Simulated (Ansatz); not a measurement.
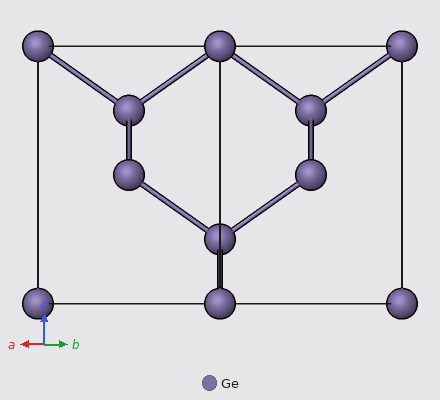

Ge (Fd-3m, No. 227): the input geometry of an electronic-structure calculation (not necessarily at equilibrium).

```cif
data_structure
_symmetry_space_group_name_H-M 'Fd-3m:1'
_symmetry_Int_Tables_number 227
_cell_length_a 5.6600
_cell_length_b 5.6600
_cell_length_c 5.6600
_cell_angle_alpha 90.000
_cell_angle_beta 90.000
_cell_angle_gamma 90.000
_cell_volume 181.32
loop_
_atom_site_label
_atom_site_type_symbol
_atom_site_symmetry_multiplicity
_atom_site_Wyckoff_symbol
_atom_site_fract_x
_atom_site_fract_y
_atom_site_fract_z
_atom_site_occupancy
Ge1 Ge 8 a 0.00000 0.00000 0.00000 1
```

Q: What will a Z-contrast image along [110] show? The image is simulated as a sum over atoms of Z^1.8, blurred by a 0.95 Å probe (no channelling). The probe carries 25 % of its weight in a tail 2.5 times as wide. The display is stretched by a gamma of 0.65; percentages refer to the linear signal. Shot noise and a slight drift were added.

A: The columns repeat on a centred rectangular net of 4.00 × 5.66 Å (plane group c2mm). All columns are alike (Ge). The shortest distance between visible columns is 1.41 Å in projection. Along the beam the structure repeats every 4.00 Å.

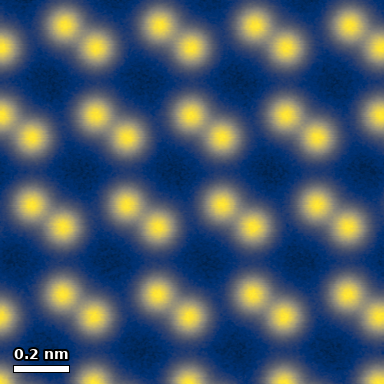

The simulated image.
